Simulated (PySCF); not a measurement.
# CH7NSi: the cost of one run

Programs: PySCF 2.14.0. All values are calculated, for the isolated system unless a continuum is named. Atoms count from 0, parts from 1.

### Step 1. The system as given

10 atoms, charge 0, multiplicity 1; geometry: GFN2-xTB.

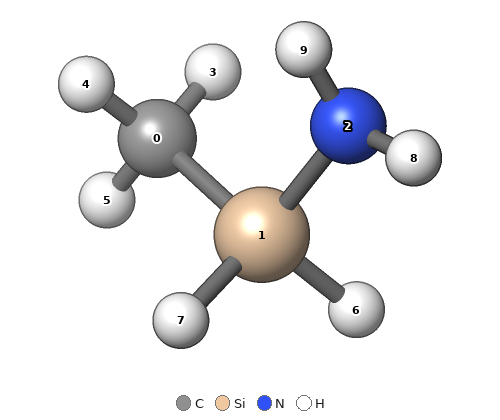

The starting geometry (carbon grey, silicon light orange, nitrogen blue, hydrogen white), atoms numbered.

### Step 2. Relaxing the molecule at PBE0-D3(BJ)/def2-SVPD

What the job is given:

```
{"job": {"xc": "PBE0", "basis": "def2-SVPD", "d3": "d3bj", "grid": 2, "kind": "geom"}, "charge": 0, "multiplicity": 1}
C     -0.634655     0.386993     1.175691
Si     0.605529    -0.412352    -0.011546
N     -0.013382    -0.145672    -1.599002
H     -1.640374     0.017398     1.001364
H     -0.657038     1.467748     1.067494
H     -0.376686     0.168702     2.207131
H      0.659814    -1.867933     0.138404
H      1.942823     0.154715     0.244784
H      0.481901    -0.535508    -2.383996
H     -0.367932     0.765909    -1.840324
```

The run is started by

```
> OMP_NUM_THREADS=1 python cluster_run.py task.json out
```

This one command runs all jobs of the session in turn.

**Question.** How long does this first job take on 1 thread of Arm Neoverse V2, shared host, and how much memory does it need?

About 50 s, with a peak of 0.54 GiB.
